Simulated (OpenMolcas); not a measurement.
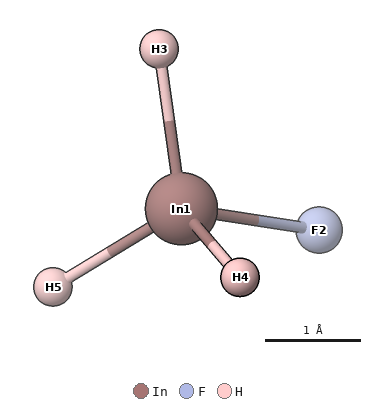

Fig. 1: The structure (ball-and-stick view, seen at a tilt; atoms are numbered from 1 in the order of the input). Sticks mark near contacts. Bond lengths as drawn: F–In 2.02 Å and H–In 1.70 to 1.71 Å.

## Excited-state calculation, with input and output: InH₃F (charge −1) (part 1 of 3)

- system: InH₃F, charge −1, SMILES [H][In-]([H])([H])[F]
- method: CASSCF/ANO-R1, sfX2C (OpenMolcas 26.06)

The geometry comes from this level: GFN2-xTB.

### Input file
```
&GATEWAY
 XBAS
 In.ANO-R1
 F.ANO-R1
 H.ANO-R1
 End of Basis
 ZMAT
 In1
 F2 1 2.018039
 H3 1 1.70503 2 105.39075
 H4 1 1.704007 3 113.58781 2 114.7587
 H5 1 1.706055 4 113.0464 3 -131.00635
 End of ZMAT
 RICD
 Finite
 RX2C

&SEWARD

&RASSCF
 FileOrb=$CurrDir/step2.RasOrb
 Spin=1
 Nactel=10 0 0
 Inactive=26
 Ras2=9
 CIRoot=4 4 1
 OrbListing=Nothing
 OrbAppear=Compact

&RASSI
 NrOfJobIphs=1 all
```

Run on 1 thread of Intel Xeon @ 2.50GHz (Skylake/Cascade Lake), 16 GiB of memory available, shared host.

Launched with:
```bash
export MOLCAS_MEM=1860
pymolcas step4.input > step4.log
```

### The program's output
```
--- Start Module: gateway ---

                                              &GATEWAY

                       available to each process: 1.9 GB of memory, 1 thread

++    Symmetry information:
      ---------------------

                    Character Table for C1

                             E
                    a        1  x, y, xy, Rz, z, xz, Ry, yz, Rx, I
--

++    Basis set information:
      ----------------------

      Basis set label: IN.ANO-R...6S5P3D1F.

      Electronic valence basis set:
      ------------------
      Associated Effective Charge  49.000000 au
      Associated Actual Charge     49.000000 au
      Nuclear Model: Finite nucleus - Gaussian distribution
        Gaussian exponent, Xi/bohr**(-2):  1.95486E+08

      Shell  nPrim  nBasis  Cartesian Spherical Contaminant
         s      23       6        X
         p      18       5        X
         d      12       3                 X
         f       6       1                 X

      Basis set label: F.ANO-R...3S2P1D.

      Electronic valence basis set:
      ------------------
      Associated Effective Charge   9.000000 au
      Associated Actual Charge      9.000000 au
      Nuclear Model: Finite nucleus - Gaussian distribution
        Gaussian exponent, Xi/bohr**(-2):  5.35469E+08

      Shell  nPrim  nBasis  Cartesian Spherical Contaminant
         s      13       3        X
         p       8       2        X
         d       4       1                 X

      Basis set label: H.ANO-R...2S1P.

      Electronic valence basis set:
      ------------------
      Associated Effective Charge   1.000000 au
      Associated Actual Charge      1.000000 au
      Nuclear Model: Finite nucleus - Gaussian distribution
        Gaussian exponent, Xi/bohr**(-2):  2.12482E+09

      Shell  nPrim  nBasis  Cartesian Spherical Contaminant
         s       7       2        X
         p       4       1        X
--

++    Molecular structure info:
      -------------------------

                    ************************************************
                    **** Cartesian Coordinates / bohr, angstrom ****
                    ************************************************

     Center  Label                x              y              z                     x              y              z
        1      IN1              0.000000       0.000000       0.000000              0.000000       0.000000       0.000000
        2      F2               0.000000       0.000000       3.813541              0.000000       0.000000       2.018039
        3      H3               3.106492       0.000000      -0.855131              1.643885       0.000000      -0.452516
        4      H4              -1.570337       2.679797      -0.849597             -0.830987       1.418088      -0.449587
        5      H5              -1.557428      -2.695247      -0.839100             -0.824155      -1.426263      -0.444033

                    ***************************************
                    *    InterNuclear Distances / bohr    *
                    ***************************************

               1 IN1           2 F2            3 H3            4 H4            5 H5
    1 IN1      0.000000
    2 F2       3.813541        0.000000
    3 H3       3.222040        5.607744        0.000000
    4 H4       3.220107        5.602868        5.390183        0.000000
    5 H5       3.223977        5.597947        5.386720        5.375070        0.000000

                    *******************************************
                    *    InterNuclear Distances / angstrom    *
                    *******************************************

               1 IN1           2 F2            3 H3            4 H4            5 H5
    1 IN1      0.000000
    2 F2       2.018039        0.000000
    3 H3       1.705030        2.967490        0.000000
    4 H4       1.704007        2.964910        2.852362        0.000000
    5 H5       1.706055        2.962306        2.850530        2.844364        0.000000
--

            Nuclear Potential Energy            166.64000602 au

--- Stop Module: gateway /rc=_RC_ALL_IS_WELL_ ---
--- Module gateway spent 10 seconds ---

--- Start Module: seward ---

                                              &SEWARD

                       available to each process: 1.9 GB of memory, 1 thread

               SEWARD will generate:
                  Multipole Moment integrals up to order  2
                  Kinetic Energy integrals
                  Nuclear Attraction integrals (finite nuclei - Gaussian type)
                  One-Electron Hamiltonian integrals
                  Velocity integrals
                  Relativistic X2C integrals
                  Orbital angular momentum around ( -0.0002  -0.0001   0.5104 )
                  Velocity quadrupole around ( -0.0002  -0.0001   0.5104 )
                  RI decomposed two-electron repulsion integrals stored Cholesky style
                   - acCD auxiliary basis
                   - CD Threshold:   1.00E-04

                   Integrals are discarded if absolute value <: 1.00E-14
                   Integral cutoff threshold is set to       <: 1.00E-16

            Nuclear Potential Energy            166.64000602 au

      Basis set specifications :
      Symmetry species         a
      Basis functions           72

--- Stop Module: seward /rc=_RC_ALL_IS_WELL_ ---
--- Module seward spent 3 seconds ---

--- Start Module: rasscf ---

                                              &RASSCF

                       available to each process: 1.9 GB of memory, 1 thread

      Header of the ONEINT file:
      --------------------------

      OrdInt status: non-squared

      Cartesian coordinates in angstrom:
      -----------------------------------------------------
      No.  Label        X            Y            Z
      -----------------------------------------------------
       1   IN1        0.00000000   0.00000000   0.00000000
       2   F2         0.00000000   0.00000000   2.01803900
       3   H3         1.64388466   0.00000000  -0.45251576
       4   H4        -0.83098660   1.41808761  -0.44958720
       5   H5        -0.82415518  -1.42626321  -0.44403282
      -----------------------------------------------------
      Nuclear repulsion energy =  166.64000602

++    Wave function specifications:
      -----------------------------

      Number of closed shell electrons          52
      Number of electrons in active shells      10
      Max number of holes in RAS1 space          0
      Max nr of electrons in RAS3 space          0
      Number of inactive orbitals               26
      Number of active orbitals                  9
      Number of secondary orbitals              37
      Spin quantum number                      0.0
      State symmetry                             1
--

++    Orbital specifications:
      -----------------------

      Symmetry species                           1
                                                 a
      Frozen orbitals                            0
      Inactive orbitals                         26
      Active orbitals                            9
      RAS1 orbitals                              0
      RAS2 orbitals                              9
      RAS3 orbitals                              0
      Secondary orbitals                        37
      Deleted orbitals                           0
      Number of basis functions                 72
--

++    CI expansion specifications:
      ----------------------------

      Number of CSFs                          5292
      Number of spin combinations             8001
      Number of determinants                 15876
      Number of root(s) required                 4
      Root chosen for geometry opt.              4
      CI roots used                              1     2     3     4
      weights                                0.250 0.250 0.250 0.250
      highest root included in the CI            4
      max. size of the explicit Hamiltonian    200
--

++    Optimization specifications:
      ----------------------------

      RASSCF algorithm: LK RI/DF
      Maximum number of macro iterations       200
      Maximum number of SX iterations          100
      Threshold for RASSCF energy            1.000E-08
      Threshold for max MO rotation          1.000E-01
      Threshold for max BLB element          1.000E-04
      Level shift parameter                  5.000E-01
      Make Quasi-Newton update
--

      The MO-coefficients are taken from the file:
      step2.RasOrb
      Title: RASSCF average (pseudo-natural) orbitals

      Total molecular charge   -1.00

      ************************************************************************************************************************
      *                                            Wave function control section                                             *
      ************************************************************************************************************************

                                         RASSCF iterations: Energy and convergence statistics
                                         ----------------------------------------------------

          iter iter root      energy       change     param      element    value   shift minimum  type update hh:mm:ss
 Nr of preliminary CI iterations:   7
      Total energies have been shifted. Add                -5000.00 au
        1   1    5    0  -979.51577163    0.00E+00   4.14E-05   20  28 1 -1.77E-05   0.25   0.00    SX    NO    0:00:00
        2   1    4    0  -979.51577163   -3.64E-09   2.40E-05   20  28 1 -5.87E-06   0.25   0.00    SX    NO    0:00:00
        3   1    4    0  -979.51577163   -7.14E-10   1.77E-05   20  28 1 -2.79E-06   0.25   0.00    SX    NO    0:00:00
        4   6    4    0  -979.51577181   -1.75E-07*  2.27E-05   31  52 1 -7.81E-06   0.25   0.00    SX    NO    0:00:00
        5   1    4    0  -979.51577181   -4.63E-10   2.08E-05   20  37 1 -3.26E-06   0.25   2.50    QN   YES    0:00:00
      Convergence after  5 iterations
        6   1    4    0  -979.51577181   -1.56E-10   2.08E-05   31  52 1  1.30E-06   0.25   2.50    QN   YES    0:00:00

      ************************************************************************************************************************
                                                      Wave function printout:
                       occupation of active orbitals, and spin coupling of open shells (u,d: Spin up or down)
      ************************************************************************************************************************

      Note: transformation to natural orbitals
      has been made, which may change the order of the CSFs.

      printout of CI-coefficients larger than  0.05 for root  1
      energy=   -5979.712075
      conf/sym  111111111     Coeff  Weight
             1  222220000  -0.98388 0.96802
             6  222200200   0.06750 0.00456
           108  2u22d0ud0  -0.05028 0.00253
           110  2u22u0dd0  -0.05512 0.00304
           540  202220020   0.05232 0.00274

      printout of CI-coefficients larger than  0.05 for root  2
      energy=   -5979.473309
      conf/sym  111111111     Coeff  Weight
            16  222u2d000   0.85299 0.72759
            23  222u0d200   0.05967 0.00356
            96  2u222d000   0.48685 0.23702

      printout of CI-coefficients larger than  0.05 for root  3
      energy=   -5979.471437
      conf/sym  111111111     Coeff  Weight
            56  22u22d000  -0.98182 0.96398
            63  22u20d200  -0.06493 0.00422
           140  u222udd00  -0.05632 0.00317
          2008  20u22d020   0.05096 0.00260

      printout of CI-coefficients larger than  0.05 for root  4
      energy=   -5979.406267
      conf/sym  111111111     Coeff  Weight
            16  222u2d000  -0.48831 0.23844
            96  2u222d000   0.84726 0.71784
            99  2u22dud00  -0.07588 0.00576
           100  2u22udd00   0.08978 0.00806
           532  20222u0d0   0.08156 0.00665

      Natural orbitals and occupation numbers for root  1
      sym 1:   1.982859   1.982732   1.999938   1.999937   1.977706   0.000091   0.022470   0.017199   0.017067

      Natural orbitals and occupation numbers for root  2
      sym 1:   1.982226   1.975984   1.999757   1.009911   1.974737   0.997456   0.025366   0.016861   0.017700

      Natural orbitals and occupation numbers for root  3
      sym 1:   1.975887   1.982049   1.007720   1.999769   1.974661   0.999937   0.025463   0.017886   0.016628

      Natural orbitals and occupation numbers for root  4
      sym 1:   1.984179   1.007038   1.999902   1.984489   1.977712   0.999080   0.022052   0.009926   0.015621

      ************************************************************************************************************************
      *                                                    Final results                                                     *
      ************************************************************************************************************************

++    Final optimization conditions:
      ------------------------------

      Average CI energy                           -5979.51577181
      RASSCF energy for state  4                  -5979.40626687
      Super-CI energy                                -0.00000000
      RASSCF energy change                            0.00000000
      Max change in MO coefficients              -1.818E-05
      Max non-diagonal density matrix element     2.078E-05
      Maximum BLB matrix element                  1.297E-06
      (orbital pair  31,  52 in symmetry   1)
      Norm of electronic gradient            1.822E-01
--

      Final state energy(ies):
      ------------------------

::    RASSCF root number  1 Total energy:  -5979.71207487
::    RASSCF root number  2 Total energy:  -5979.47330870
::    RASSCF root number  3 Total energy:  -5979.47143679
::    RASSCF root number  4 Total energy:  -5979.40626687
      Von Neumann Entropy (Root   1) =  0.23186

      Mulliken population analysis for root number:  1
      -----------------------------------------------

++    Molecular charges:
      ------------------

      Mulliken charges per centre
      ---------------------------

                IN1     F2      H3      H4      H5
      Total   48.0778  9.6470  1.4206  1.4231  1.4315

      N-E      0.9222 -0.6470 -0.4206 -0.4231 -0.4315

      Total electronic charge=   62.000000

      Total            charge=   -1.000000
--

      Expectation values of various properties for root number:  1
      -----------------------------------------------------------

++    Molecular properties:
      ---------------------

      Charge (e):
                      =   -1.0000
      Dipole Moment (debye):
      Origin of the operator (angstrom)=   -0.0001   -0.0001    0.2701
                   X=  7.7121E-02               Y=  7.3422E-02               Z= -1.8318E+00           Total=  1.8349E+00
      Center of Charge (angstrom)
                     X=   -0.01613896               Y=   -0.01534629               Z=    0.65145764
      Quadrupole Moment (debye*angstrom):
      Origin of the operator (angstrom)=   -0.0001   -0.0001    0.2701
                  XX= -4.0929E+01              XY= -2.8980E-02              XZ= -2.9376E-02              YY= -4.0956E+01
                  YZ= -2.8065E-02              ZZ= -4.4569E+01
      In traceless form (debye*angstrom)
                  XX=  1.8333E+00              XY= -4.3470E-02              XZ= -4.4065E-02              YY=  1.7930E+00
                  YZ= -4.2097E-02              ZZ= -3.6263E+00
--

      LoProp population analysis for root number:  1
      -----------------------------------------------

++    LoProp analysis:
      ----------------

++    Static properties:
      ------------------

      LoProp Charges per center

                   IN1      F2       H3       H4       H5
      Nuclear     49.0000   9.0000   1.0000   1.0000   1.0000
      Electronic -48.4846  -9.6282  -1.2922  -1.2943  -1.3008

      Total        0.5154  -0.6282  -0.2922  -0.2943  -0.3008
--

      Natural Bond Order analysis for root number:  1
```
